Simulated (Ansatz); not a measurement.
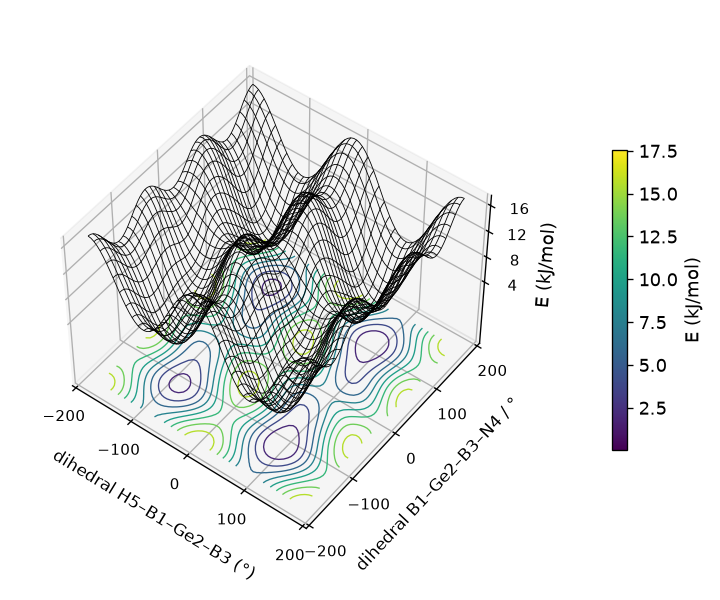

Energy landscape of B₂GeH₇N, SMILES [BH2][GeH2][BH]N. Coordinates scanned: (1) dihedral H5–B1–Ge2–B3; (2) dihedral B1–Ge2–B3–N4. Nothing is relaxed (all other coordinates rigid). The grid has 18 × 18 points. Points are written as (first, second). All energies are given in kJ/mol relative to the relaxed molecule at the same level. These are results of RKS PBE0-D4/def2-SVP (Ansatz 0.2.0), not measurements.

The picture shows a relief with its contours projected below. Between grid points the surface is interpolated. 

### Summarise what can be read from the map.

The lowest grid point is at (80°, 120°), 0.39 kJ/mol from the relaxed molecule at the same level; the map holds 2 wells of about this depth. Higher local minima lie near (−100°, 120°) (1.2 kJ/mol above the lowest at that grid point); (−80°, −120°) (1.2 kJ/mol above the lowest at that grid point). The highest grid point, (0°, −180°), lies 17.2 kJ/mol above the lowest. On the interpolated surface the easiest way out of the lowest well to a well of about the same depth near (100°, −120°) passes a barrier of about 6.1 kJ/mol, counted from the interpolated bottom of the well. Round the minimum the two coordinates are weakly coupled (coupling 0.06 in units of the two stiffnesses).

Grid values (kJ/mol):

```
dihedral B1–Ge2–B3–N4 ↓, dihedral H5–B1–Ge2–B3 →  −160  −120  −80   −40     0    40   80  120   160
                                             160  14.8   8.2  6.8  12.9  16.4  10.8  5.1  8.3  15.3
                                             120  10.8   3.4  2.3   9.3  12.7   6.3  0.4  4.3  12.0
                                              80  14.2   6.0  3.4  10.6  15.8   9.5  2.0  5.2  14.1
                                              40  16.4  10.1  5.2   9.7  16.2  13.2  5.2  5.1  13.1
                                               0  12.5   9.8  9.1  11.4  13.1  10.1  7.4  8.6  12.2
                                             −40  13.0   6.1  7.2  14.4  15.8   8.2  3.8  9.4  16.1
                                             −80  13.8   5.6  3.5  10.8  15.6   9.1  1.9  5.4  14.1
                                            −120  11.7   4.6  1.6   7.5  12.7   7.9  0.8  2.7  10.6
                                            −160  15.3   8.8  6.5  12.1  16.4  11.6  5.3  7.5  14.8
```

The table holds every second grid line.

Each point was launched as `ansatz run input.yaml --threads 1 --pin off --max-ram 2560MiB --backend cpu --events-out ev --progress --plain --runs-dir out`. Time for the 324 points that were run: 18 min on 1 thread of Intel(R) Xeon(R) 6975P-C (Granite Rapids), with other jobs on the host.
